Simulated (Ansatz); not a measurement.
**Geometry relaxation, with input and output: AlH2ClF2**

The run: geometry relaxation of AlH2ClF2. Method and program: RKS PBE-D4/def2-SVP (Ansatz 0.2.0).

The input holds or restrains some coordinates. Forces given for the steps count only the free coordinates. It belongs to a series of runs on one base structure; here: pulled along the bonds that form and break, towards end B. Figures and captions count atoms from 1; the log counts them from 0 in places.

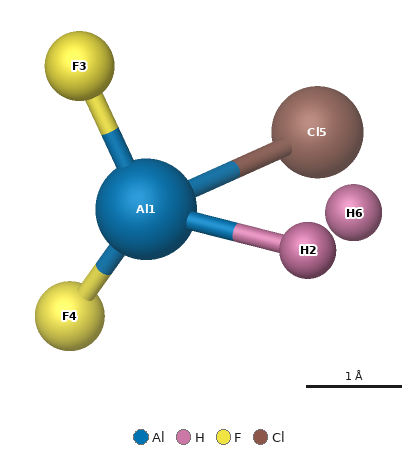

Figure 1. The structure as given in the input (ball-and-stick view, seen at a tilt; atoms are numbered from 1 in the order of the input). Sticks mark near contacts. Bond lengths as drawn: Al–Cl 2.53 Å, Al–F 1.69 Å and Al–H 1.91 Å.

## Input file
```yaml
crystal:
  periodic: [false, false, false]
  atoms:
    - { symbol: Al, position_ang: [0.0, 0.0, 0.0] }
    - { symbol: H, position_ang: [0.0, 0.0, 1.91] }
    - { symbol: F, position_ang: [1.4635, 0.0, -0.845] }
    - { symbol: F, position_ang: [-1.4635, 0.0, -0.845] }
    - { symbol: Cl, position_ang: [0.1058, -2.3986, 0.7978] }
    - { symbol: H, position_ang: [0.0433, -0.9822, 1.9502] }
basis:
  gaussian: { orbitals: def2-SVP }
hamiltonian:
  xc: pbe
  dispersion: d4
relax:
  f_tol: 0.15
  max_steps: 25
  restrain:
    - { distance: [0, 4], at: 2.23, k: 30.0 }
    - { distance: [5, 1], at: 0.66, k: 30.0 }
    - { distance: [0, 1], at: 2.76, k: 30.0 }
    - { distance: [5, 4], at: 2.57, k: 30.0 }
```

Machine: 1 thread of Arm Neoverse V1, 24 GiB of memory available, shared host.

Launch command:
```bash
ansatz run input.yaml --threads 1 --pin off --max-ram 2048MiB --backend cpu --events-out ev --progress --plain --runs-dir out
```

## What the program printed
```
The last accepted step is kept in [file] (removed where the run ends without a failure and the disk answers)
Engine: ansatz 0.2.0, aarch64-unknown-linux-gnu
Functional definition: PBE
  parameter kappa = 0.804
  parameter beta = 0.06672455060314922
  exchange = pbe_x(kappa = kappa, mu = beta*pi^2/3)
  correlation = pbe_c(beta = beta)
800 factors; their error is unknown
mean field evaluation 1: about -24559.8702 eV, gradient 5.2e1 eV
mean field evaluation 2: about -24527.5074 eV, gradient 1.5e2 eV
mean field evaluation 4: about -24564.4667 eV, gradient 7.5e0 eV
mean field evaluation 8: about -24564.6341 eV, gradient 2.0e-1 eV
mean field evaluation 16: about -24564.5855 eV, gradient 4.7e-5 eV
mean field -24564.58553861 eV, -902.7318680697 hartree, gradient 4.7e-5 eV, S^2 0.000000; 0 other end points of the search recorded, 0 dependent functions left out
the calculation of the forces begins
reference -24564.58557619 eV, -902.7318694510 hartree; 25, 25 occupied and 49, 49 virtual orbitals, 800 factors
relax step   1: F+E_penalty+E_count = -24564.69929615 eV  Δ(F+E_penalty+E_count) = +0.000e0 eV  max|allowed force component| = 3.194e0 eV/Å  E_restraint = 22.04157331 eV  max|allowed force component, restraints' pulls added| = 2.725e1 eV/Å  Δτ_max = 0.0000 Å  (26 SCF iters, accepted)
  distance Al 0 - Cl 4 = 2.5300 Å
  distance H 5 - H 1 = 0.9840 Å
  distance Al 0 - H 1 = 1.9100 Å
  distance H 5 - Cl 4 = 1.8271 Å
these checks for a lower state are left out or cut short: starts, cluster_reference, orbital_swaps, neighbouring_geometries, increment
800 factors; their error is unknown
mean field -24564.91804039 eV, -902.7440872849 hartree, gradient 1.2e-5 eV, S^2 0.000000; 0 other end points of the search recorded, 0 dependent functions left out
the calculation of the forces begins
reference -24564.91807849 eV, -902.7440886849 hartree; 25, 25 occupied and 49, 49 virtual orbitals, 800 factors
relax step   2: F+E_penalty+E_count = -24565.02930566 eV  Δ(F+E_penalty+E_count) = -3.300e-1 eV  max|allowed force component| = 4.198e0 eV/Å  E_restraint = 8.43774389 eV  max|allowed force component, restraints' pulls added| = 1.569e1 eV/Å  Δτ_max = 0.1948 Å  (32 SCF iters, accepted)
  distance Al 0 - Cl 4 = 2.4489 Å
  distance H 5 - H 1 = 0.7976 Å
  distance Al 0 - H 1 = 2.2272 Å
  distance H 5 - Cl 4 = 2.1098 Å
these checks for a lower state are left out or cut short: starts, cluster_reference, orbital_swaps, neighbouring_geometries, increment
800 factors; their error is unknown
mean field evaluation 32: about -24565.4786 eV, gradient 1.7e-5 eV
mean field -24565.47858015 eV, -902.7646867411 hartree, gradient 1.7e-5 eV, S^2 0.000000; 0 other end points of the search recorded, 0 dependent functions left out
the calculation of the forces begins
reference -24565.47861752 eV, -902.7646881145 hartree; 25, 25 occupied and 49, 49 virtual orbitals, 800 factors
relax step   3: F+E_penalty+E_count = -24565.58924402 eV  Δ(F+E_penalty+E_count) = -5.599e-1 eV  max|allowed force component| = 3.876e0 eV/Å  E_restraint = 1.79029964 eV  max|allowed force component, restraints' pulls added| = 7.960e0 eV/Å  Δτ_max = 0.1948 Å  (31 SCF iters, accepted)
  distance Al 0 - Cl 4 = 2.3183 Å
  distance H 5 - H 1 = 0.7097 Å
  distance Al 0 - H 1 = 2.5026 Å
  distance H 5 - Cl 4 = 2.3631 Å
these checks for a lower state are left out or cut short: starts, cluster_reference, orbital_swaps, neighbouring_geometries, increment
800 factors; their error is unknown
mean field -24565.98608653 eV, -902.7833372566 hartree, gradient 2.3e-5 eV, S^2 0.000000; 0 other end points of the search recorded, 0 dependent functions left out
the calculation of the forces begins
reference -24565.98612403 eV, -902.7833386346 hartree; 25, 25 occupied and 49, 49 virtual orbitals, 800 factors
relax step   4: F+E_penalty+E_count = -24566.09420841 eV  Δ(F+E_penalty+E_count) = -5.050e-1 eV  max|allowed force component| = 3.271e0 eV/Å  E_restraint = 0.08250136 eV  max|allowed force component, restraints' pulls added| = 2.362e0 eV/Å  Δτ_max = 0.1943 Å  (32 SCF iters, accepted)
  distance Al 0 - Cl 4 = 2.1948 Å
  distance H 5 - H 1 = 0.6977 Å
  distance Al 0 - H 1 = 2.7220 Å
  distance H 5 - Cl 4 = 2.5327 Å
these checks for a lower state are left out or cut short: starts, cluster_reference, orbital_swaps, neighbouring_geometries, increment
800 factors; their error is unknown
mean field -24566.12670602 eV, -902.7885049275 hartree, gradient 8.7e-6 eV, S^2 0.000000; 0 other end points of the search recorded, 0 dependent functions left out
the calculation of the forces begins
reference -24566.12674379 eV, -902.7885063154 hartree; 25, 25 occupied and 49, 49 virtual orbitals, 800 factors
relax step   5: F+E_penalty+E_count = -24566.23569411 eV  Δ(F+E_penalty+E_count) = -1.415e-1 eV  max|allowed force component| = 2.621e0 eV/Å  E_restraint = 0.08753986 eV  max|allowed force component, restraints' pulls added| = 1.761e0 eV/Å  Δτ_max = 0.1944 Å  (31 SCF iters, accepted)
  distance Al 0 - Cl 4 = 2.1813 Å
  distance H 5 - H 1 = 0.7083 Å
  distance Al 0 - H 1 = 2.7873 Å
  distance H 5 - Cl 4 = 2.5897 Å
these checks for a lower state are left out or cut short: starts, cluster_reference, orbital_swaps, neighbouring_geometries, increment
800 factors; their error is unknown
mean field -24566.25015589 eV, -902.7930416265 hartree, gradient 2.1e-5 eV, S^2 0.000000; 0 other end points of the search recorded, 0 dependent functions left out
the calculation of the forces begins
reference -24566.25019355 eV, -902.7930430104 hartree; 25, 25 occupied and 49, 49 virtual orbitals, 800 factors
relax step   6: F+E_penalty+E_count = -24566.35742526 eV  Δ(F+E_penalty+E_count) = -1.217e-1 eV  max|allowed force component| = 1.211e0 eV/Å  E_restraint = 0.12975304 eV  max|allowed force component, restraints' pulls added| = 1.078e0 eV/Å  Δτ_max = 0.1340 Å  (32 SCF iters, accepted)
  distance Al 0 - Cl 4 = 2.1884 Å
  distance H 5 - H 1 = 0.7430 Å
  distance Al 0 - H 1 = 2.7603 Å
  distance H 5 - Cl 4 = 2.5747 Å
these checks for a lower state are left out or cut short: starts, cluster_reference, orbital_swaps, neighbouring_geometries, increment
800 factors; their error is unknown
mean field evaluation 64: about -24566.2479 eV, gradient 1.0e-5 eV
mean field -24566.24788667 eV, -902.7929582344 hartree, gradient 1.0e-5 eV, S^2 0.000000; 0 other end points of the search recorded, 0 dependent functions left out
the calculation of the forces begins
reference -24566.24792403 eV, -902.7929596072 hartree; 25, 25 occupied and 49, 49 virtual orbitals, 800 factors
relax step   7: F+E_penalty+E_count = -24566.35606757 eV  Δ(F+E_penalty+E_count) = +1.358e-3 eV  max|allowed force component| = 1.644e0 eV/Å  E_restraint = 0.10589055 eV  max|allowed force component, restraints' pulls added| = 5.059e-1 eV/Å  Δτ_max = 0.1906 Å  (32 SCF iters, accepted)
  distance Al 0 - Cl 4 = 2.1851 Å
  distance H 5 - H 1 = 0.7295 Å
  distance Al 0 - H 1 = 2.7541 Å
  distance H 5 - Cl 4 = 2.5834 Å
these checks for a lower state are left out or cut short: starts, cluster_reference, orbital_swaps, neighbouring_geometries, increment
800 factors; their error is unknown
mean field -24566.25956406 eV, -902.7933873706 hartree, gradient 1.1e-5 eV, S^2 0.000000; 0 other end points of the search recorded, 0 dependent functions left out
the calculation of the forces begins
reference -24566.25960173 eV, -902.7933887548 hartree; 25, 25 occupied and 49, 49 virtual orbitals, 800 factors
relax step   8: F+E_penalty+E_count = -24566.36773829 eV  Δ(F+E_penalty+E_count) = -1.167e-2 eV  max|allowed force component| = 1.818e0 eV/Å  E_restraint = 0.09844953 eV  max|allowed force component, restraints' pulls added| = 2.749e-2 eV/Å  Δτ_max = 0.0708 Å  (27 SCF iters, accepted)
```

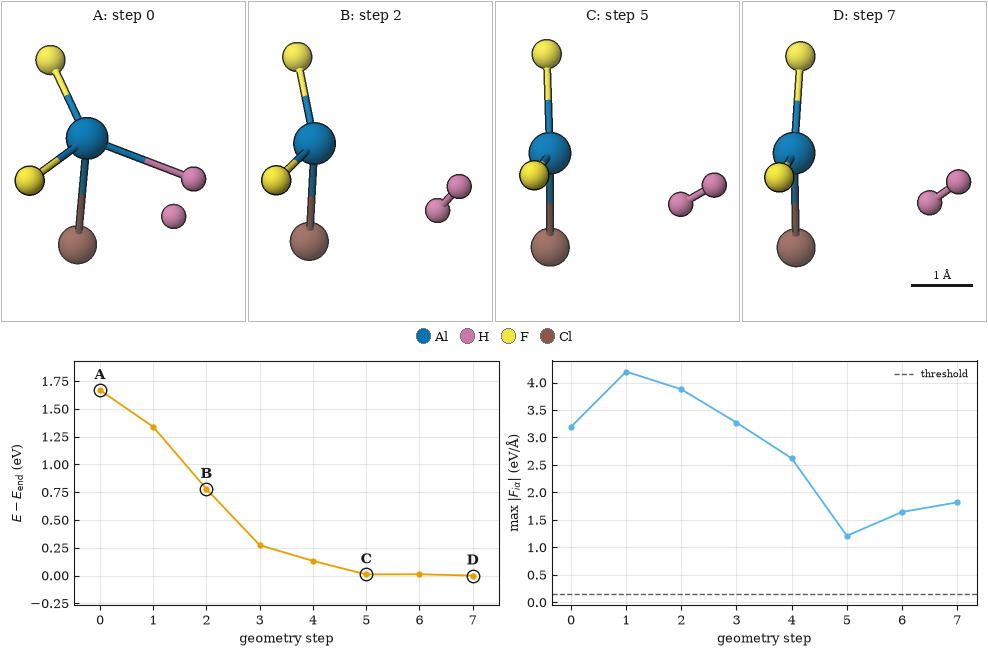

Figure 2. Frames of the restrained relaxation (ball-and-stick view, seen at a tilt) above the curves, on which the letters mark them (the first geometry is step 0 here and step 1 in the log).

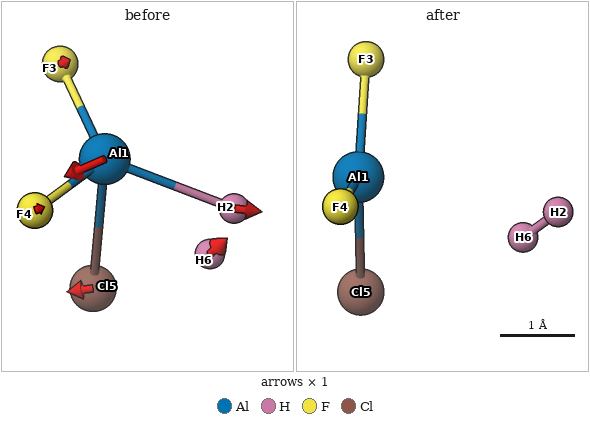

Figure 3. Before (left) and after (right) the restrained relaxation, at one scale (ball-and-stick view, seen at a tilt). The red arrows give the displacements, at true length. The energy falls by 1.668 eV in 7 geometry steps. Largest force component: 3.2 eV/Å at the start, 1.8 eV/Å at the end. The largest move after the best rigid fit is that of Al1, 0.71 Å. By element the largest moves are Al 0.71 Å, H 0.43 Å, Cl 0.38 Å, F 0.19 Å. Among the contacts that change: Al1–H2 1.910 → 2.753 Å, Al1–Cl5 2.530 → 2.184 Å, H2–H6 0.984 → 0.726 Å, Al1–F3 1.690 → 1.661 Å. New bonds form: H2–H6 (0.98 → 0.73 Å). Among the angles that change: F3–Al1–Cl5 97.0° → 119.8°, F4–Al1–Cl5 101.2° → 120.1°. (Atoms are counted from 1 in the order of the input.)

```
  distance Al 0 - Cl 4 = 2.1838 Å
  distance H 5 - H 1 = 0.7257 Å
  distance Al 0 - H 1 = 2.7526 Å
  distance H 5 - Cl 4 = 2.5780 Å
800 factors; their error is unknown
mean field -24566.25956406 eV, -902.7933873706 hartree, gradient 1.1e-5 eV, S^2 0.000000; 1 other end points of the search recorded, 0 dependent functions left out
the calculation of the forces begins
reference -24566.25960173 eV, -902.7933887548 hartree; 25, 25 occupied and 49, 49 virtual orbitals, 800 factors
Total energy: -24566.36777595 eV, -902.7973640842 hartree
Atom 0 at     0.023756    -0.592021    -0.367126 Å, force     0.029421    -1.209903     0.726333 eV/Å
Atom 1 at     0.009506     0.098048     2.297511 Å, force    -0.047835     1.818458     0.489687 eV/Å
Atom 2 at     1.442754     0.185605    -0.741148 Å, force     0.019278     0.001439    -0.007009 eV/Å
Atom 3 at    -1.431166     0.123470    -0.728172 Å, force    -0.012522    -0.009343    -0.003857 eV/Å
Atom 4 at     0.076855    -2.612825     0.459133 Å, force    -0.033580     1.086722    -0.666322 eV/Å
Atom 5 at     0.027395    -0.583077     2.047802 Å, force     0.045237    -1.687372    -0.538832 eV/Å
Dipole moment:    -0.002138     0.032966     0.120471 e Å
```

## Trajectory as extended XYZ (Å, eV, eV/Å), 8 frames, from step=1 to step=8
```
6
Properties=species:S:1:pos:R:3:forces:R:3 step=1 energy=-24564.69930
Al    0.0000    0.0000    0.0000    0.1299  -3.1937   0.0584
H     0.0000    0.0000    1.9100    0.0013   0.1419  -0.2673
F     1.4635    0.0000   -0.8450   -0.4915   0.7619   0.5533
F    -1.4635    0.0000   -0.8450    0.4877   0.6680   0.6062
Cl    0.1058   -2.3986    0.7978   -0.1178   1.3489   0.1855
H     0.0433   -0.9822    1.9502   -0.0096   0.2728  -1.1361
6
Properties=species:S:1:pos:R:3:forces:R:3 step=2 energy=-24565.02931
Al    0.0031   -0.1169   -0.1227    0.1046  -4.1982   0.5629
H     0.0014   -0.0286    2.1027   -0.0397   0.9598   0.0646
F     1.4818    0.0098   -0.8616    0.1499   0.9364   0.1524
F    -1.4799    0.0086   -0.8598   -0.0780   0.8172   0.2596
Cl    0.1065   -2.4308    0.6727   -0.1460   1.6602  -0.6172
H     0.0363   -0.8228    2.0367    0.0093  -0.1753  -0.4223
6
Properties=species:S:1:pos:R:3:forces:R:3 step=3 energy=-24565.58924
Al    0.0066   -0.2713   -0.2415    0.0285  -3.8764   0.7158
H     0.0009   -0.0094    2.2474   -0.1332   3.0595   0.4965
F     1.4954    0.0322   -0.8664    0.4525   0.9150  -0.0615
F    -1.4908    0.0282   -0.8617   -0.3006   0.7599   0.0744
Cl    0.1055   -2.4496    0.5458   -0.1586   1.6670  -0.6830
H     0.0315   -0.7109    2.1444    0.1115  -2.5249  -0.5421
6
Properties=species:S:1:pos:R:3:forces:R:3 step=4 energy=-24566.09421
Al    0.0073   -0.4407   -0.3367    0.2964  -1.7725  -0.0967
H    -0.0004    0.0370    2.3431   -0.1419   3.2712   0.6250
F     1.5246    0.0830   -0.8614   -0.8543   0.2303   0.3288
F    -1.5123    0.0687   -0.8496    0.6987   0.1864   0.3263
Cl    0.1007   -2.4819    0.4643   -0.1282   1.0673  -0.5078
H     0.0292   -0.6469    2.2084    0.1294  -2.9828  -0.6756
6
Properties=species:S:1:pos:R:3:forces:R:3 step=5 energy=-24566.23569
Al    0.0284   -0.5977   -0.4373   -0.6194  -2.5074   1.5700
H    -0.0020    0.0962    2.2620   -0.1041   2.6208   0.4727
F     1.4086    0.1691   -0.7312    1.6957   0.9076  -0.4754
F    -1.3999    0.1333   -0.7073   -1.0237   0.4609  -0.2989
Cl    0.0880   -2.5844    0.4612   -0.0499   0.9694  -0.7747
H     0.0259   -0.5973    2.1207    0.1013  -2.4513  -0.4936
6
Properties=species:S:1:pos:R:3:forces:R:3 step=6 energy=-24566.35742
Al    0.0479   -0.5926   -0.3179    0.3057  -0.8862   0.1817
H    -0.0218    0.0826    2.3576    0.0109   1.1369   0.3284
F     1.4369    0.1803   -0.8618   -0.3133  -0.3017   0.3147
F    -1.3897    0.1588   -0.6983    0.0187  -0.1300   0.1521
Cl    0.1077   -2.6325    0.4719   -0.0311   1.2107  -0.6051
H    -0.0319   -0.5774    2.0165    0.0091  -1.0295  -0.3718
6
Properties=species:S:1:pos:R:3:forces:R:3 step=7 energy=-24566.35607
Al    0.0078   -0.6211   -0.3929    0.5369  -0.7637   0.8728
H     0.0197    0.1138    2.2613   -0.0667   1.6444   0.4024
F     1.4461    0.2043   -0.6729   -0.5059  -0.3389  -0.0127
F    -1.4424    0.1289   -0.7096    0.0362  -0.0934  -0.0797
Cl    0.0701   -2.6320    0.4598   -0.0550   1.0808  -0.7519
H     0.0479   -0.5748    2.0223    0.0545  -1.5292  -0.4310
6
Properties=species:S:1:pos:R:3:forces:R:3 step=8 energy=-24566.36774
Al    0.0238   -0.5920   -0.3671    0.0294  -1.2099   0.7263
H     0.0095    0.0980    2.2975   -0.0478   1.8185   0.4897
F     1.4428    0.1856   -0.7411    0.0193   0.0014  -0.0070
F    -1.4312    0.1235   -0.7282   -0.0125  -0.0093  -0.0039
Cl    0.0769   -2.6128    0.4591   -0.0336   1.0867  -0.6663
H     0.0274   -0.5831    2.0478    0.0452  -1.6874  -0.5388
```

## Summary

```json
{"quantity": "outcome", "value": "converged under the restraints of the input"}
{"quantity": "total energy", "value": "−24566.3678 eV"}
{"quantity": "mean-field energy", "value": "−24566.2596 eV"}
{"quantity": "largest force (length of the vector) at the end, held atoms and coordinates included", "value": "1.884 eV/Å"}
{"quantity": "wall time", "value": "18 s"}
{"quantity": "peak memory", "value": "0.14 GiB"}
```
